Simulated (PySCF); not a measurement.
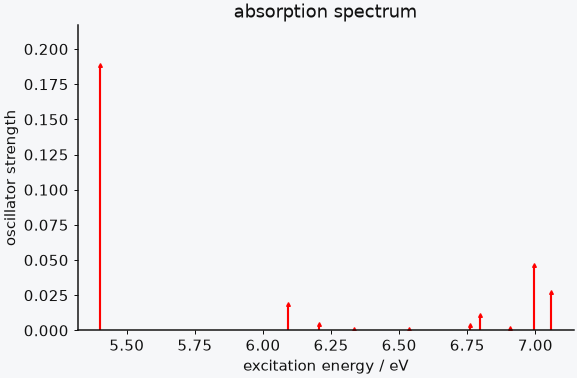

Computed absorption of C₇H₁₀N₂, SMILES C#CCN1C[C@H](C)C=N1. Vertical TDDFT excitations, CAM-B3LYP/def2-SVPD with PySCF 2.14.0, at a PBE0-D3(BJ)/def2-SVP geometry (no frequency check), gas phase. The lowest 10 singlet states are shown.

> Where is the lowest singlet, and is it bright?

S1 lies at 5.40 eV (230 nm) with f = 0.189, mainly HOMO → LUMO (90 %); it is bright.

> Does any vertical transition fall in the visible?

No singlet lies below 3.1 eV (beyond 400 nm), so at this level no vertical transition falls in the visible.

Known limits of this run: one conformer of a flexible molecule; core orbitals are frozen in the response.
